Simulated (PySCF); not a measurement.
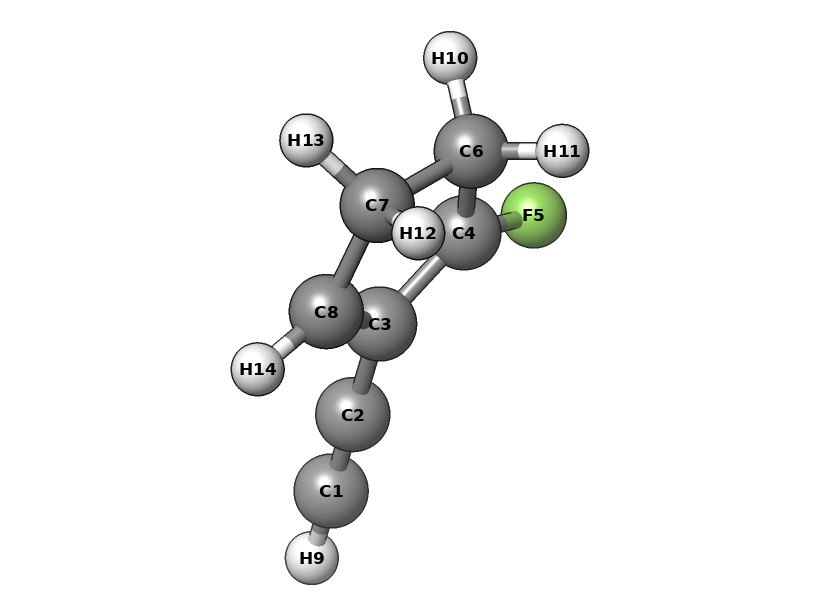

Charge 0, doublet. The computed structure is the end point of a GFN2-xTB optimisation. No frequency run is at hand to confirm it as a minimum. Level of theory: UKS B3LYP, pcH-1 on C F H, non-relativistic (PySCF 2.14.0). Fermi-contact and spin-dipolar terms alone, no spin-orbit part.

Which nucleus has the largest dipolar (anisotropic) hyperfine coupling?

19F at F5: principal values −162.1, −132.3, 294.4 MHz.

List the isotropic and dipolar parts for the most strongly coupled nuclei, one of each equivalent set.

```
atom  isotope  a_iso (MHz)     dipolar part (MHz)
  F5      19F         92.4  −162.1, −132.3, 294.4
  C8      13C         58.6    −54.8, −53.2, 108.0
  C4      13C         64.7    −53.5, −53.0, 106.5
 H14       1H        −45.9       −26.9, 0.0, 26.9
  C3      13C        −49.3      −26.5, 12.2, 14.2
  C1      13C         −6.7        −10.3, 3.2, 7.2
 H12       1H         70.0        −4.0, −2.1, 6.1
 H10       1H         69.6        −3.6, −2.0, 5.6
```
